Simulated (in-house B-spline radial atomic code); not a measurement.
# Sb⁴⁺: excited configurations

Aim: the energies of several excited configurations of Sb⁴⁺ above a reference configuration, each from its own self-consistent run.

The numbers are computed with in-house B-spline radial atomic code version 1 (scalar-relativistic (spin-free one-electron X2C) B3LYP, spin-polarised, spherical density, exact exchange averaged over the configuration, Fermi nucleus, basis-set limit), except any that are marked as measured or tabulated.

### 1 The atom as given

```
element       : antimony (Z = 51)
charge        : +4
electrons     : 47
configuration : [Kr] 4d10 5s1
Hamiltonian   : scalar-relativistic (X2C)
nucleus       : Fermi, rms radius 4.680 fm
```

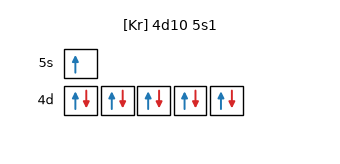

Occupation of the outer shells (arrows by Hund's rule).

Where spins are not typed, each open shell is filled with up spins first.

Input settings:

```ini
Z = 51
electrons = 47.0
configuration = [Kr] 4d10 5s1
hamiltonian = x2c
method = b3lyp
spin_polarised = True
nucleus = fermi
rms_radius = 4.6802
mass_number = 121
atomic_mass = 120.903811353
speed_of_light = 137.035999084
exact_exchange = averaged over the configuration
```

The reference is known from an earlier run: -6477.421615 hartree in all. Up to eight levels, counted from the top:

```csv
orbital,occupation,energy (eV),<r> (bohr)
3d down,5,-567.31,0.3052
4s up,1,-197.24,0.7905
4s down,1,-197.01,0.7907
4p up,3,-149.11,0.8511
4p down,3,-148.94,0.8501
4d up,5,-78.351,1.014
4d down,5,-78.075,1.009
5s up,1,-51.412,1.956
```

### 2 Run with [Kr] 4d9 5s1 6d1

Input settings:

```ini
Z = 51
electrons = 47.0
configuration = [Kr] 4d9 5s1 6d1
hamiltonian = x2c
method = b3lyp
spin_polarised = True
nucleus = fermi
rms_radius = 4.6802
mass_number = 121
atomic_mass = 120.903811353
speed_of_light = 137.035999084
exact_exchange = averaged over the configuration
```

The run is started by

```
> python run_scf.py task.json out
```

One command runs all members of the session, one after another, from task.json.

### 3 Run with [Ar] 3d9 4s2 4p6 4d10 5s2

Changes to the settings of step 2:

```diff
@@ -2,3 +2,3 @@
 electrons = 47.0
-configuration = [Kr] 4d9 5s1 6d1
+configuration = [Ar] 3d9 4s2 4p6 4d10 5s2
 hamiltonian = x2c
```

### 4 [Ar] 3d10 4s2 4p5 4d10 4f1 5s1

Changes to the settings of step 3:

```diff
@@ -2,3 +2,3 @@
 electrons = 47.0
-configuration = [Ar] 3d9 4s2 4p6 4d10 5s2
+configuration = [Ar] 3d10 4s2 4p5 4d10 4f1 5s1
 hamiltonian = x2c
```

### 5 Configuration [Ar] 3d10 4s2 4p5 4d10 5s1 6s1

Changes to the settings of step 4:

```diff
@@ -2,3 +2,3 @@
 electrons = 47.0
-configuration = [Ar] 3d10 4s2 4p5 4d10 4f1 5s1
+configuration = [Ar] 3d10 4s2 4p5 4d10 5s1 6s1
 hamiltonian = x2c
```

### 6 [Ar] 3d10 4s2 4p5 4d10 5s1 6d1

Changes to the settings of step 5:

```diff
@@ -2,3 +2,3 @@
 electrons = 47.0
-configuration = [Ar] 3d10 4s2 4p5 4d10 5s1 6s1
+configuration = [Ar] 3d10 4s2 4p5 4d10 5s1 6d1
 hamiltonian = x2c
```

### 7 Configuration [Kr] 4d10 4f1

Changes to the settings of step 6:

```diff
@@ -2,3 +2,3 @@
 electrons = 47.0
-configuration = [Ar] 3d10 4s2 4p5 4d10 5s1 6d1
+configuration = [Kr] 4d10 4f1
 hamiltonian = x2c
```

How far above the reference does each configuration lie (order and size, in eV)?

As calculated:

| net move | configuration | 2|M_S|+1 | energy above the reference (eV) | largest <r> (bohr) |
| --- | --- | --- | --- | --- |
| 5s → 4f | [Kr] 4d10 4f1 | 2 | 30.711 | 2.58 |
| 4d → 6d | [Kr] 4d9 5s1 6d1 | 4 | 66.725 | 5.13 |
| 4p → 6s | [Ar] 3d10 4s2 4p5 4d10 5s1 6s1 | 4 | 128.27 | 3.70 |
| 4p → 4f | [Ar] 3d10 4s2 4p5 4d10 4f1 5s1 | 4 | 129.25 | 2.20 |
| 4p → 6d | [Ar] 3d10 4s2 4p5 4d10 5s1 6d1 | 4 | 138.23 | 5.12 |
| 3d → 5s | [Ar] 3d9 4s2 4p6 4d10 5s2 | 2 | 525.43 | 1.90 |

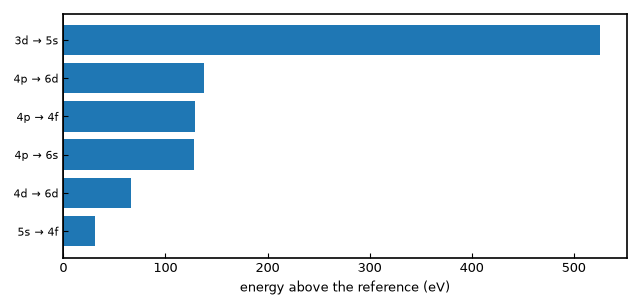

Energy of each configuration above the reference.

What this shows: At the bottom stands 5s → 4f (30.711 eV), at the top 3d → 5s (525.43 eV). 4 of them lie more than 60 % above minus the reference's highest level (51.412 eV), in the range where a state can decay by emitting an electron. The reference has 2|M_S|+1 = 2; 4 of the configurations differ from it in spin. These are spherical averages at the typed spins, not spectroscopic levels.
